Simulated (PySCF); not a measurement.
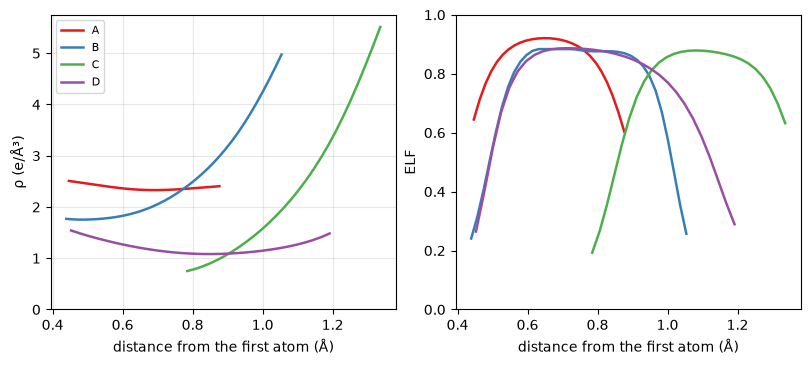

Figure. C4H6AlBrO2 (SMILES Br/C=[CH]/[Al]1[O]CC[O]1). Electron density and electron localisation function along straight lines between neighbouring atoms. The curves leave out the atomic cores.

Geometry: GFN2-xTB.

Method: CAM-B3LYP/def2-SVPD, SCF density, gas phase in PySCF.

The calculation's input:

```
{"job": {"kind": "uv", "xc": "CAM-B3LYP", "basis": "def2-SVPD", "nstates": 8, "ntriplets": 3}, "charge": 0, "multiplicity": 1}
Br     4.923368     0.106511    -0.013499
C      3.021101     0.203916     0.063270
C      2.214628    -0.720976    -0.431489
Al     0.302684    -0.378388    -0.219445
O     -0.428197     0.955874     0.540278
C     -1.827711     0.840822     0.491107
C     -2.248029    -0.485965    -0.242455
O     -1.113378    -1.200703    -0.664137
H      2.681784     1.101297     0.556896
H      2.616712    -1.602454    -0.918574
H     -2.234690     1.704641    -0.042689
H     -2.217925     0.838123     1.512962
H     -2.829723    -1.115575     0.437035
H     -2.861302    -0.247599    -1.116316
```

Run with:

```sh
OMP_NUM_THREADS=1 python probes_run.py task.json out
```

Which curve belongs to which contact (Al–O, C–Br, C–C and C–O)? The first atom named is at distance zero.

Answer. Curve A: C–C (1.32 Å): the density is about 2.3 e/Å³ at the midpoint; the ELF peaks at about 0.90 between the atoms; a multiple bond. Curve B: C–O (1.41 Å): ρ is about 2.1 e/Å³ halfway, with its minimum of 1.8 e/Å³ about 0.5 Å from C; the ELF peaks at about 0.90 between the atoms (a polar covalent bond). Curve C: Al–O (1.70 Å): ρ is about 0.9 e/Å³ halfway; the ELF peaks at about 0.90 in the valence shell of O, 0.6 Å from its nucleus, and is about 0.45 at the midpoint. Curve D: C–Br (1.91 Å): ρ is about 1.1 e/Å³ halfway; the ELF peaks at about 0.90 between the atoms: a covalent bond.
